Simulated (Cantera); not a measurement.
Input: 1 mol Hg, 2.4 mol O2, a varied amount of H2, held at 1025 °C and 8.70 bar.

Cantera equilibrium calculation (NASA polynomials, part measured and part estimated; ideal gas, pure solids and liquids). Candidate condensed phases: H2O, Hg, HgO; 10 gas species. Equilibrium is a limit: real reactors are often held back by kinetics, nucleation or transport.

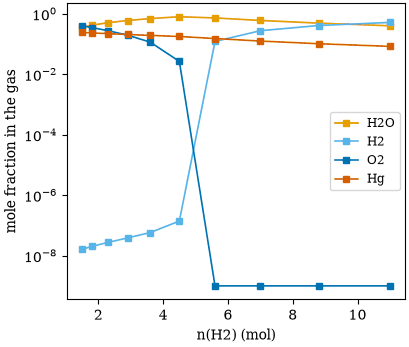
Equilibrium gas composition (values under 1e-9 drawn at 1e-9)

Question: Read off the mole fractions at 1.8 mol H2.

Answer: H2O about 0.42, O2 about 0.35, Hg about 0.23, H2 about 2.0e-8.
